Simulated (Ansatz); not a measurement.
CHNOZn

The calculation's input:

```
crystal:
  periodic: [false, false, false]
  atoms:
    - {symbol: C, position_ang: [-0.175869, 0.356084, -0.171323]}
    - {symbol: N, position_ang: [0.237322, 0.411415, 1.042729]}
    - {symbol: Zn, position_ang: [0.744123, -1.455925, 0.658918]}
    - {symbol: O, position_ang: [-0.119184, -0.657843, -0.993361]}
    - {symbol: H, position_ang: [-0.636590, 1.272668, -0.578263]}
basis:
  gaussian: {orbitals: def2-TZVPP}
hamiltonian: {xc: pbe0, dispersion: d4}
output: {orbitals: {seedname: orbitals}}
```

Command:

```sh
ansatz run in.yaml --threads 2 --pin off --events-out ev --progress --plain --max-ram 4352MiB
```

Geometry: PBE0-D4/def2-TZVP.

Theory: Ansatz, RKS PBE0-D4/def2-TZVPP.

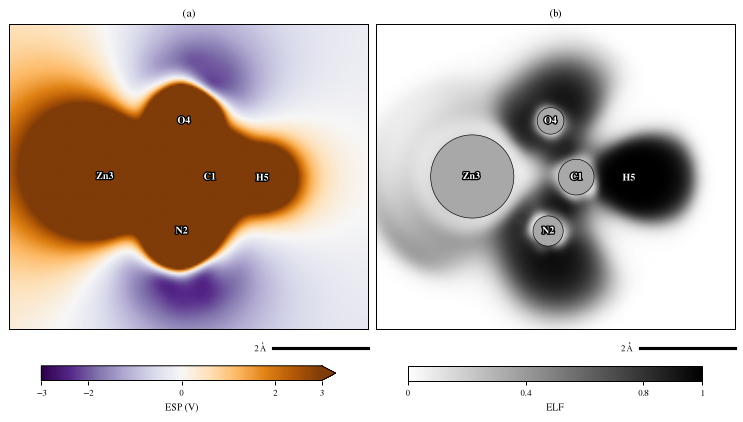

Figure 1. (a) electrostatic potential; (b) electron localisation function on the molecular plane. Grey discs cover the atomic cores in the ELF map.

> What do the fields say about this system?

The section cuts through C, N, Zn, O and H sites. C–N (1.28 Å): the ELF peaks at about 0.90 between the atoms (localised, covalent bonding). C–O (1.31 Å): the ELF peaks at about 0.85 between the atoms; a shared but strongly polarised pair. Zn–N (1.97 Å): the ELF peaks at about 0.75 in the valence shell of N, 0.6 Å from its nucleus, and is about 0.20 at the midpoint. Zn–O (2.03 Å): the ELF peaks at about 0.85 in the valence shell of O, 0.6 Å from its nucleus, and is about 0.15 at the midpoint. C–Zn (2.20 Å): the ELF is about 0.10 at the midpoint. The ELF also peaks beside N2 and O4, away from the bonds: lone-pair regions. Outside the dense part of the molecule the potential is most negative (−2.5 V) near N2.

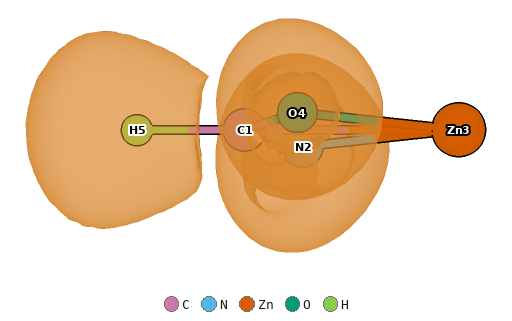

Figure 2. Isosurface of the ELF at 0.75 (orange), seen from one side. Core shells and regions of very low density are left out.

> Where are the electrons localised?

At this value the surface marks out one region around a hydrogen nucleus, one region on N in which the atom's valence shell and bonds are merged and one region on O in which the atom's valence shell and bonds are merged.

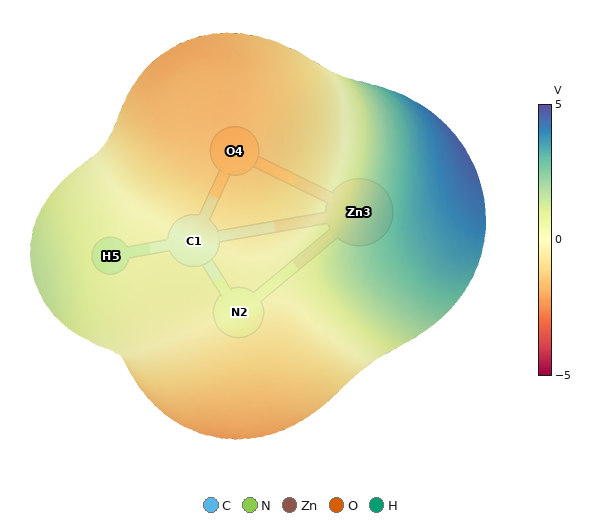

Figure 3. The electrostatic potential painted on the density surface at 0.004 e/bohr³, seen at a tilt; the colour scale runs from red (negative) to blue (positive).

> Describe the electrostatic potential map.

The most negative region (about −2.3 V) lies over N2, the most positive (about +4.6 V) over Zn3. N2 is the likeliest acceptor of a hydrogen bond.
